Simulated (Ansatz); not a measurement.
# WS2 monolayer (1T): a soft mode frozen in

Aim: this structure of WS2 monolayer (1T) is to be tested for unstable modes, and one is followed downhill.

Main program and level: Ansatz 0.2.0; DFT PBEsol, scalar-relativistic, plane waves, PAW; PAW set soft_1.

## 1. The structure

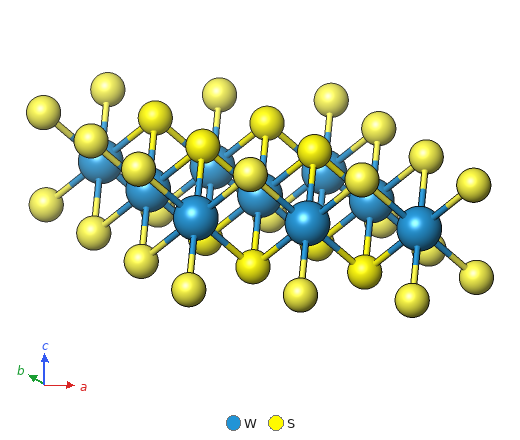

The cell as given, slightly off an axis (tungsten blue, sulfur yellow). 2×2×1 cells are drawn. Some periodic images of atoms are drawn too.

The cell holds 3 atoms: 1 W and 2 S. Its edges and angles: a = 3.145 Å, b = 3.145 Å, c = 29.504 Å, α = 90.0°, β = 90.0°, γ = 120.0°. It derives from WS2. Vacuum lies along c.

## 2. The dispersion

The cell comes from relaxations at this level that are not shown. Stability and thermal properties need the whole zone. Linear response on a 6×6×1 q mesh gives force constants as far as a supercell of that size would.

input.yaml reads:

```yaml
crystal:
  lattice:
    - [3.1452997703, 0.0, 0.0]
    - [-1.5726498852, 2.7239095036, 0.0]
    - [0.0, 0.0, 29.504]
  atoms:
    - { symbol: W, position: [0.0, 0.0, 0.3389370933] }
    - { symbol: S, position: [0.3333333333, 0.6666666667, 0.392828632] }
    - { symbol: S, position: [0.6666666667, 0.3333333333, 0.2850455545] }
  periodic: [true, true, false]
kpoints:
  mp_grid: { grid: [18, 18, 1] }
hamiltonian:
  xc: pbesol
  pseudopotentials: { kind: paw, azcp: { folder: soft_1 }, xc_functional: pbe }
scf:
  occupations: { method: methfessel_paxton, width: 0.2 }
output:
  eigenvalues: true
phonons:
  method: dfpt
  qmesh: [6, 6, 1]
  temperatures: { t_max: 1000, t_step: 50 }
  qpath:
    path:
      - [0.0, 0.0, 0.0]
      - [0.5, 0.0, 0.0]
      - [0.33333333, 0.33333333, 0.0]
      - [0.0, 0.0, 0.0]
    npoints: 10
```

Launch:

```
$ ansatz run input.yaml --threads 4 --pin off --max-ram 16384MiB --backend cpu --events-out ev --progress --plain --runs-dir out
```

Numbers of over 12 decimals in the logs are rounded to 6 here.

What it wrote:

```text
Warning: crystal.symmetry: narrowed to the stabiliser of the run's FFT grids — unitary ops 12 → 6. A phonons.method: dfpt run fills in the rows of the dynamical matrix that it does not solve by its symmetry operations, which is exact only for operations that map its FFT grids onto themselves: filled in by any other, the frequencies could depend on the order in which like atoms are typed, or, by more than the grids' own error, on where the crystal sits among the grids' points. Excluded: 6 operations. The run can therefore solve more perturbations, solve them on more k-points, or both, and cost more. [rest of the remark cut]
Engine: ansatz 0.2.0, aarch64-unknown-linux-gnu
Pseudopotentials: kind: paw
Pseudopotential: W, paw, valence charge 14, recommended cutoff 420 eV (normal), soft_1/W.paw.azcp
Pseudopotential: S, paw, valence charge 6, recommended cutoff 420 eV (normal), soft_1/S.paw.azcp
Functional definition: PBEsol
  exchange = pbesol_x
  correlation = pbesol_c
Crystal: 3 atoms, lattice volume = 252.776 Å³
Basis set: ecut = 420 eV, 4923 PW (Γ), exchange–correlation on 48×48×400 points (8 copies of the dense FFT grid, shifted against one another)
Bands: 17, of which v1, the nominal top of the filled ones, is band 13 counted from 1 (12 counted from 0)
Symmetry: 12 space group operations
k-points: 37 of 324 (irreducible under 6 space group operations, time reversal used)
Non-local potential: W, projectors of the file, l = 0: 3, l = 1: 2, l = 2: 2, l = 3: 1
Non-local potential: S, projectors of the file, l = 0: 2, l = 1: 2, l = 2: 1
PAW form: soft (Blöchl's): semilocal exchange-correlation on the pseudo side does not see the compensation charge
PAW frozen core: W, regenerated for the run's functional, and the local potential with it (the file was generated under x = pbe(κ = 0.804, μ = 0.219515), c = pbe(β = 0.066725))
PAW frozen core: S, regenerated for the run's functional, and the local potential with it (the file was generated under x = pbe(κ = 0.804, μ = 0.219515), c = pbe(β = 0.066725))
PAW one-centre angular grid: W, 590 points (default); XC on 64 Gauss nodes
PAW one-centre angular grid: S, 110 points (default); XC on 64 Gauss nodes
Initial density: superposition of atomic densities (neutral atoms: chi_scale 0, normalization atom)
Initial wavefunctions: pseudopotential atomic-orbital guess
Functional: x = pbesol(κ = 0.804, μ = 0.123457), c = pbesol(β = 0.046)
SCF iter   1: F=—  HF=-12029.580221 eV  |F-HF|=—  |Δ(HF+E_count)|=         —  Δρ=2.03e-2  dr2=1.22e0  ethr=3.10e-3  ⟨swp⟩=16.5  Hψ=6941  notcnv=0
preconditioner: auto → LDOS  [insulator: Δε(μ)=0.178 eV  Ē_g=8.916 eV  σ=0.200 eV  W_gap=0.57  n_scr=16 (ndim 8)  ℏωp=9.9 eV  f_vac=0.755  D(μ)=0.93/eV (n_scr^D=6)  ε∞_Penn≈2.2  β→1.0]
SCF iter   2: F=—  HF=-12029.368157 eV  |F-HF|=—  |Δ(HF+E_count)|=   2.12e-1  S|Δr|=    0.00e0  Δρ=1.14e-2  dr2=6.53e-1  ethr=3.10e-3  ⟨swp⟩=4.9  Hψ=2322  notcnv=0
SCF iter   3: F=—  HF=-12029.161257 eV  |F-HF|=—  |Δ(HF+E_count)|=   2.07e-1  S|Δr|=    0.00e0  Δρ=2.02e-3  dr2=1.57e-2  ethr=2.51e-3  ⟨swp⟩=3.5  Hψ=1591  notcnv=0
SCF iter   4: F=—  HF=-12029.159516 eV  |F-HF|=—  |Δ(HF+E_count)|=   1.74e-3  S|Δr|=    0.00e0  Δρ=6.81e-4  dr2=1.53e-3  ethr=6.03e-5  ⟨swp⟩=3.4  Hψ=1564  notcnv=0
SCF iter   5: F=—  HF=-12029.159155 eV  |F-HF|=—  |Δ(HF+E_count)|=   3.60e-4  S|Δr|=    0.00e0  Δρ=1.61e-4  dr2=2.77e-5  ethr=5.89e-6  ⟨swp⟩=3.8  Hψ=1500  notcnv=0
SCF iter   6: F=—  HF=-12029.159178 eV  |F-HF|=—  |Δ(HF+E_count)|=   2.24e-5  S|Δr|=    0.00e0  Δρ=2.65e-5  dr2=2.18e-6  ethr=1.06e-7  ⟨swp⟩=3.7  Hψ=1544  notcnv=0
SCF iter   7: F=—  HF=-12029.159064 eV  |F-HF|=—  |Δ(HF+E_count)|=   1.13e-4  S|Δr|=    0.00e0  Δρ=6.06e-6  dr2=7.50e-8  ethr=8.39e-9  ⟨swp⟩=3.8  Hψ=1437  notcnv=0
SCF iter   8: F=—  HF=-12029.159065 eV  |F-HF|=—  |Δ(HF+E_count)|=   1.40e-7  S|Δr|=    0.00e0  Δρ=1.46e-6  dr2=4.83e-9  ethr=2.88e-10  ⟨swp⟩=3.1  Hψ=1382  notcnv=0
SCF iter   9: F=—  HF=-12029.159065 eV  |F-HF|=—  |Δ(HF+E_count)|=   7.72e-9  S|Δr|=    0.00e0  Δρ=4.87e-7  dr2=4.25e-10  ethr=1.86e-11  ⟨swp⟩=3.6  Hψ=1563  notcnv=0
SCF iter  10: F=—  HF=-12029.159065 eV  |F-HF|=—  |Δ(HF+E_count)|=  3.06e-10  S|Δr|=    0.00e0  Δρ=1.11e-7  dr2=2.34e-11  ethr=1.64e-12  ⟨swp⟩=4.0  Hψ=1607  notcnv=0
SCF iter  11: F=-12029.159065 eV  HF=-12029.159065 eV  |F-HF|=3.64e-12  |Δ(HF+E_count)|=  6.18e-11  S|Δr|=    0.00e0  Δρ=7.52e-9  dr2=1.34e-13  ethr=1.00e-12  ⟨swp⟩=15.2  Hψ=5490  notcnv=0
SCF 1 converged in 11 iterations: F = -12029.159065 eV  dr2 = 1.34e-13
  greatest PAW one-centre occupation: 0.999 electrons in one spin orbital (limit 2), on the W atom at site 0 (counted from 0), in its partial waves of l = 0
phonons: the bands overlap, so this run is a metal and interpolates without the dipole-dipole term. If the crystal is really an insulator or semiconductor, its LO-TO splitting is missing
NSCF: frozen V_eff on 37 k-points
NSCF: frozen V_eff on 91 k-points
DFPT response loops at q = (0, 0, 0) (fractional): preconditioner auto → none (partly filled bands, converged f_vac=0.761); β = 0.50; Broyden in place of MSR1
NSCF: frozen V_eff on 342 k-points
DFPT response loops at q = (0, 0.166667, 0) (fractional): mixed as the last ones told, above
NSCF: frozen V_eff on 342 k-points
DFPT response loops at q = (0, 0.333333, 0) (fractional): mixed as the last ones told, above
NSCF: frozen V_eff on 182 k-points
DFPT response loops at q = (0, -0.5, 0) (fractional): mixed as the last ones told, above
NSCF: frozen V_eff on 648 k-points
DFPT response loops at q = (0.166667, 0.166667, 0) (fractional): mixed as the last ones told, above
NSCF: frozen V_eff on 648 k-points
DFPT response loops at q = (0.166667, 0.333333, 0) (fractional): mixed as the last ones told, above
NSCF: frozen V_eff on 342 k-points
DFPT response loops at q = (0.333333, 0.333333, 0) (fractional): mixed as the last ones told, above
SCF converged after 11 iterations
Stability not checked: this state was not tested for a lower state beside it, because cold or Methfessel-Paxton smearing, or corrected tetrahedra, fill the levels in a way that the test cannot read (fill_not_monotonic; see scf.lower_state_search)
Free energy (F): -12029.159065 eV
Harris-Foulkes:  -12029.159065 eV  (|F-HF|=3.64e-12)
Internal energy: -12029.162084 eV  (E = F + TS)
E sigma→0 (E₀):  -12029.159819 eV
Entropy (-TS):   0.003020 eV (1.007 meV/atom)
Fermi energy:    -4.888024 eV
Step filling:    the computed levels leave a gap of 0.0070 eV = 0.0 smearing widths at the electron count; against every level under it full and every level over it empty, smearing changes F+E_penalty+E_count by +0.582 meV and its σ→0 estimate by -0.173 meV
--- Per-component energies (eV) ---
  E_band       = -623.908072
  E_kinetic    = 634.404449
  E_local      = -43856.252642  (includes V_loc(G=0)·N_el)
  E_nonlocal   = 46.946364
  E_hartree    = 21565.584065
  E_xc         = -442.162808
  E_vxc        = -396.598279  (∫ρ·V_xc dr)
  E_paw        = -9635.721151  (= ΣΔE_a)
  E_vpaw       = -183.576277  (= ΣTr[D̂ρ^β])
  E_aug_tail   = 0.000156  (compensation charges beyond the density's cutoff)
  E_ewald      = 19657.693726
  E_core_change = 0.345757  (= ΣΔE_core)
  E_smearing   = 0.003020  (= −TS)
  E_closure    = 0.000000  (closes the sum)
  Σ components = -12029.159065   (vs F -12029.159065, Δ=0.00e0)
--- Band table (eV; the first three rows and the last of 37) ---
  k-point 0: bands = [... 9 lower, -8.2893, -5.9975, -5.6835, -5.6835, -5.2435, -5.2435, -1.3841, -1.3841]
  k-point 1: bands = [... 9 lower, -8.0586, -6.2536, -6.0143, -5.9159, -5.0053, -4.9187, -1.5760, -1.4082]
  k-point 2: bands = [... 9 lower, -7.7866, -7.0456, -6.4513, -5.9838, -4.7734, -4.5001, -1.9564, -1.4503]
  k-point 36: bands = [... 9 lower, -9.1335, -9.1335, -9.0807, -4.2888, -4.2888, -3.8400, -1.1442, -1.1442]
--- Phonons (Γ-DFPT): 6 representative perturbations + reference (Σ response iterations 27) ---
  ASR residual: 1.691e-5 → 0.000e0 eV/Å²; symmetrization residual: 8.723e-6 eV/Å²
  The last average, over the group as it would stand without the narrowing to the FFT grids, took up to 2.431e-7 eV/Å² of the zone centre's force constants
  ASR residual per site (eV/Å²): 1.08e-5 1.67e-5 1.69e-5
  Γ frequencies (cm⁻¹): 0.00 0.00 0.00 225.84 225.84 276.00 276.00 371.30 383.39
--- Phonons (arbitrary-q DFPT): 7 irreducible q on the 6×6×1 mesh ---
  q = [0.0000, 0.0000, 0.0000] (star 1, of the zone-centre solve; hermiticity 6.79e-7, symmetrization 2.14e-11, taken by the last average 9.46e-9): -0.00 0.00 0.00 225.84 225.84 276.00 276.00 371.30 383.39
  q = [0.0000, 0.1667, 0.0000] (star 6, 9 solved perturbations on 171 of 324 k-point pairs; hermiticity 4.74e-7, symmetrization 2.34e-10, taken by the last average 1.06e-7): 36.23 58.37 77.61 246.77 269.26 289.28 300.13 371.72 385.60
  q = [0.0000, 0.3333, 0.0000] (star 6, 9 solved perturbations on 171 of 324 k-point pairs; hermiticity 4.21e-7, symmetrization 3.43e-10, taken by the last average 1.48e-7): -41.82 88.15 94.51 270.64 298.55 315.19 337.34 359.51 375.23
  q = [0.0000, -0.5000, 0.0000] (star 3, 9 solved perturbations on 91 of 324 k-point pairs; hermiticity 3.81e-7, symmetrization 1.57e-10, taken by the last average 1.57e-7): -212.02 56.12 117.21 281.76 298.94 325.74 342.15 359.86 373.49
  q = [0.1667, 0.1667, 0.0000] (star 6, 6 solved perturbations in 1485 linear systems a pass and spin channel, the states on 324 of 324 k-point pairs; hermiticity 5.28e-7, symmetrization 2.66e-10, taken by the last average 1.37e-7): 78.03 88.05 89.87 261.83 287.98 303.87 329.06 363.09 369.10
  q = [0.1667, 0.3333, 0.0000] (star 12, 9 solved perturbations on 324 of 324 k-point pairs: no pair is spared here; hermiticity 3.94e-7, symmetrization 0.00e0, taken by the last average 1.79e-7): -157.69 54.87 111.56 286.53 303.51 323.85 345.86 350.67 364.65
  q = [0.3333, 0.3333, 0.0000] (star 2, 6 solved perturbations in 705 linear systems a pass and spin channel, the states on 171 of 324 k-point pairs; hermiticity 3.62e-7, symmetrization 1.07e-7, taken by the last average 8.16e-8): -152.50 -152.50 114.86 309.16 315.50 315.50 339.85 344.18 344.18
  sum rule: each row above includes the acoustic sum rule's correction from the zone centre's row sums; it moved no ω² by more than (0.38 cm⁻¹)²
  mesh force constants: q→R imaginary residual 3.10e-18; ASR residual 1.691e-5 → 0.000e0 eV/Å²; symmetrization residual 5.329e-15 eV/Å²
  interpolated dispersion: 31 rows × 9 modes
  density of states and harmonic sums: on the 24×24×1 q-mesh, interpolated from the force constants of a 6×6×1 supercell (no non-analytic term)
  largest difference from the sums on the solved wave vectors: F 1.86e-2 eV, S 2.22e-5 and C_V 3.59e-6 eV/K
  zero-point energy: 0.131168 eV/cell   skipped modes (ω ≤ 0): 47, of them read as no rigid motion or as one in doubt: 44 (7.309e-1 modes/cell left out, lowest -212.02 cm⁻¹)   left out of the sums: 8.18e-2 of the cell's modes: C_V's classical limit lies that fraction below 3 k_B per atom; for a crystal, a wire or a layer, F and S can be off by more, and a phonons.interpolated_qmesh denser along its periods is the remedy for the sampling
```

The job ended after 22 min (4 threads of Arm Neoverse V1, shared host; peak memory 3.1 GiB).

The column dr2 measures how far the density is from self-consistency, as an energy; F and HF (Harris–Foulkes) agree once it is small.

Numbers from this step:

* gap on the k-mesh: 0 eV
* sum-rule residual before enforcement: 1.69e-5 eV/Å²
* lowest frequency on the path: -212.0 cm⁻¹
* point group: -3m
* highest frequency on the path or at a solved wavevector: 386.9 cm⁻¹
* area per atom: 2.856 Å²
* highest optical mode at the zone centre (no LO-TO term): 383.4 cm⁻¹
* lowest optical zone-centre mode: 225.8 cm⁻¹
* lowest mode on the q mesh (acoustic modes at Γ apart): -212.0 cm⁻¹

Frequencies (cm⁻¹) solved at each irreducible wavevector; negative means imaginary. Frequencies by wavevector, by row:

```
q in reciprocal lattice units  star  mode 1  mode 2  mode 3  mode 4  mode 5  mode 6  mode 7  mode 8  mode 9
                        0 0 0     1       0       0       0   225.8   225.8     276     276   371.3   383.4
                   0 0.1667 0     6    36.2    58.4    77.6   246.8   269.3   289.3   300.1   371.7   385.6
                   0 0.3333 0     6   -41.8    88.2    94.5   270.6   298.6   315.2   337.3   359.5   375.2
                     0 -0.5 0     3    -212    56.1   117.2   281.8   298.9   325.7   342.1   359.9   373.5
              0.1667 0.1667 0     6      78      88    89.9   261.8     288   303.9   329.1   363.1   369.1
              0.1667 0.3333 0    12  -157.7    54.9   111.6   286.5   303.5   323.9   345.9   350.7   364.6
              0.3333 0.3333 0     2  -152.5  -152.5   114.9   309.2   315.5   315.5   339.9   344.2   344.2
```

Interpolated from a 6×6×1 q mesh. Phonon branches along the path, in cm⁻¹:

```
point  branch 1  branch 2  branch 3  branch 4  branch 5  branch 6  branch 7  branch 8  branch 9
    Γ         0         0         0       226       226       276       276       371       383
    M      -212        56       117       282       299       326       342       360       374
    K      -152      -152       115       309       316       316       340       344       344
    Γ         0         0         0       226       226       276       276       371       383
```

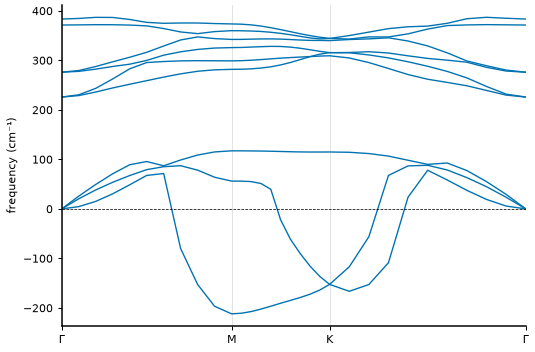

Phonon branches along the path.

Symmetry leaves 7 wavevectors to solve. The lowest mode among them, the acoustic zeros apart, lies at q = (0, -0.5, 0) and is imaginary, 212.0i cm⁻¹, so the energy falls along it.

## 3. The mode frozen in, largest atomic shift 0 Å

The mode followed lies at q = (0.333, 0.333, 0) with frequency 152.5i cm⁻¹ and is 2-fold degenerate, one of the unstable modes though not the softest. At small amplitude the distorted cell has space group no. 12 by a symmetry search on the positions. The undistorted cell that holds it gives the zero of energy on the same k mesh.

System of this step: WS2 monolayer (1T). The cell holds 9 atoms: 3 W and 6 S. Its edges and angles: a = 5.448 Å, b = 5.448 Å, c = 29.504 Å, α = 90.0°, β = 90.0°, γ = 60.0°. It derives from WS2. Vacuum lies along c.

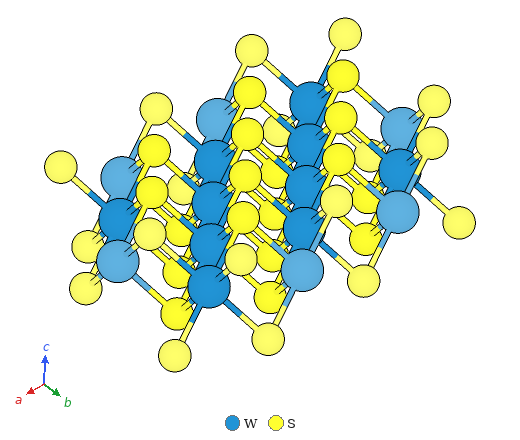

The cell of this step (tungsten blue, sulfur yellow). 2×1×1 cells are drawn. Some periodic images of atoms are drawn too.

input.yaml reads:

```yaml
crystal:
  lattice:
    - [4.7179496554, 2.7239095036, 0.0]
    - [0.0, 5.4478190071, 0.0]
    - [0.0, 0.0, 29.504]
  atoms:
    - { symbol: W, position: [0.0, 0.0, 0.3389370933] }
    - { symbol: W, position: [0.3333333333, 0.3333333333, 0.3389370933] }
    - { symbol: W, position: [0.6666666667, 0.6666666667, 0.3389370933] }
    - { symbol: S, position: [1.0, 0.3333333333, 0.392828632] }
    - { symbol: S, position: [0.3333333333, 0.6666666667, 0.392828632] }
    - { symbol: S, position: [0.6666666667, 1.0, 0.392828632] }
    - { symbol: S, position: [0.3333333333, 0.0, 0.2850455545] }
    - { symbol: S, position: [0.6666666667, 0.3333333333, 0.2850455545] }
    - { symbol: S, position: [0.0, 0.6666666667, 0.2850455545] }
  periodic: [true, true, false]
kpoints:
  mp_grid: { grid: [9, 9, 1] }
hamiltonian:
  xc: pbesol
  pseudopotentials: { kind: paw, azcp: { folder: soft_1 }, xc_functional: pbe }
scf:
  occupations: { method: methfessel_paxton, width: 0.2 }
output:
  forces: true
  stress: true
  eigenvalues: true
```

What it wrote:

```text
[...]
Crystal: 9 atoms, lattice volume = 758.328 Å³
Basis set: ecut = 420 eV, 14757 PW (Γ), exchange–correlation on 80×80×400 points (8 copies of the dense FFT grid, shifted against one another)
Bands: 48, of which v1, the nominal top of the filled ones, is band 39 counted from 1 (38 counted from 0)
Symmetry: 36 space group operations
[...]
k-points: 12 of 81
[...]
k-point 0: bands = [... 35 lower, -5.6829, -5.6829, -5.2441, -5.2441, -4.2884, -4.2884, -4.2884, -4.2884, ... 5 higher]
  k-point 1: bands = [... 35 lower, -6.1399, -5.8997, -4.9348, -4.9348, -4.8793, -4.5882, -4.4595, -3.8897, ... 5 higher]
  k-point 2: bands = [... 35 lower, -6.7245, -5.9105, -5.5625, -4.7825, -4.7620, -4.5654, -4.5640, -3.4918, ... 5 higher]
  k-point 11: bands = [... 35 lower, -6.9840, -6.9157, -6.9157, -6.9157, -3.6824, -3.6824, -3.6824, -3.5431, ... 5 higher]
[key lines of the parts left out:]
SCF converged after 8 iterations
Free energy (F): -36087.473765 eV
Fermi energy:    -4.896491 eV
P = ½ c Tr σ = -0.0117 N/m
```

Elapsed: 11 s, on 4 threads; peak memory 1.4 GiB; 41 s of CPU time.

This step gave:

* energy from the undistorted cell: 0 meV/atom

## 4. The mode frozen in, largest atomic shift 0.22 Å

The atoms are moved along the unstable eigenvector, the largest shift by 0.22 Å, with the cell fixed.

input.yaml, the sections that differ from step 3:

```yaml
crystal:
  lattice:
    - [4.7179496554, 2.7239095036, 0.0]
    - [0.0, 5.4478190071, 0.0]
    - [0.0, 0.0, 29.504]
  atoms:
    - { symbol: W, position: [0.0233149638, -0.0466301983, 0.3389370858] }
    - { symbol: W, position: [0.3333335362, 0.3333331061, 0.3389370933] }
    - { symbol: W, position: [0.6433514999, 0.7132970922, 0.3389371007] }
    - { symbol: S, position: [0.9943955357, 0.3333331483, 0.3895885222] }
    - { symbol: S, position: [0.3389379977, 0.6610619992, 0.3944486903] }
    - { symbol: S, position: [0.6666662633, 1.0056048525, 0.394448566] }
    - { symbol: S, position: [0.3277286202, 0.0056046617, 0.2834254787] }
    - { symbol: S, position: [0.6722713285, 0.3333331663, 0.2882856519] }
    - { symbol: S, position: [5.14e-08, 0.6610619687, 0.2834254741] }
  periodic: [true, true, false]
# kpoints, hamiltonian, scf, output: as in step 3
```

What it wrote:

```text
[...]
k-point 0: bands = [... 35 lower, -5.7220, -5.7201, -5.3521, -5.2743, -4.6561, -4.4445, -4.4375, -3.9944, ... 5 higher]
  k-point 1: bands = [... 35 lower, -6.0083, -5.9225, -5.7450, -4.9110, -4.6118, -4.6110, -4.2914, -3.8153, ... 5 higher]
  k-point 2: bands = [... 35 lower, -6.4957, -6.2114, -5.9201, -4.9189, -4.7835, -4.4001, -4.1042, -3.4693, ... 5 higher]
  k-point 24: bands = [... 35 lower, -7.1785, -6.7690, -6.5791, -6.0306, -4.2544, -4.1759, -3.7417, -2.8878, ... 5 higher]
[key lines of the parts left out:]
SCF converged after 9 iterations
Free energy (F): -36087.791912 eV
Fermi energy:    -4.914302 eV
P = ½ c Tr σ = 1.4913 N/m
```

It took 23 s on 4 threads; peak memory 1.6 GiB; 90 s of CPU time.

Numbers from this step:

| Property | Result |
| --- | --- |
| energy from the undistorted cell | -35.59 meV/atom |

The energy, extrapolated to zero smearing, is -35.59 meV/atom against the undistorted cell.

[end of part 1 of 3]

[Logs are printed without paths, hosts, clocks, repeated set-up lines and the standing remarks that a program may print on its own settings, such as how far it seeks lower states.]

[Hosts, paths, dates, database ids (printed as entryN), source tags and the programs' standing remarks are cut or masked in the printed files.]
